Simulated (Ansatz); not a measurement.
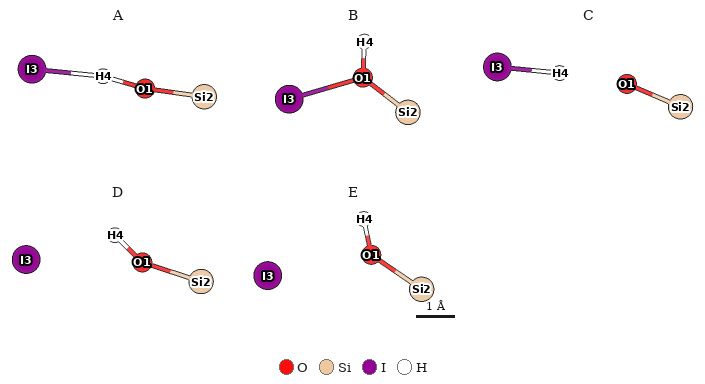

5 geometries from one relaxation of SiHOI, in shuffled order. A ball-and-stick model, seen from a free direction.

It is one of the separated reactants of a reaction.

Theory: RKS PBE-D4/def2-SVP (Ansatz). (force threshold 0.03 eV/Å; at most 250 steps)

Order the frames from highest to lowest energy.

Answer. B, E, D, A, C. They are steps 0, 3, 6, 9, 18, at +410.7 kJ/mol, +146.8 kJ/mol, +109.5 kJ/mol, +37.1 kJ/mol relative to the last. The largest move after the best rigid fit is that of H4, 1.36 Å. Largest moves by element: H 1.36 Å, I 1.12 Å, Si 1.01 Å, O 0.79 Å. Near-neighbour distances that change, for instance: Si2–I3 3.176 → 4.981 Å, O1–I3 2.050 → 3.474 Å, I3–H4 2.539 → 1.661 Å, O1–H4 0.970 → 1.815 Å. New bonds form, among them: I3–H4 (2.54 → 1.66 Å). Bonds break, among them: O1–H4 (0.97 → 1.82 Å), O1–I3 (2.05 → 3.47 Å). The energy falls by 410.7 kJ/mol in 16 accepted moves (18 points after the start). Largest force component: 8 eV/Å at the start, 0.0056 eV/Å at the end. The line search rejected the trial steps at points 12, 17 of the run.
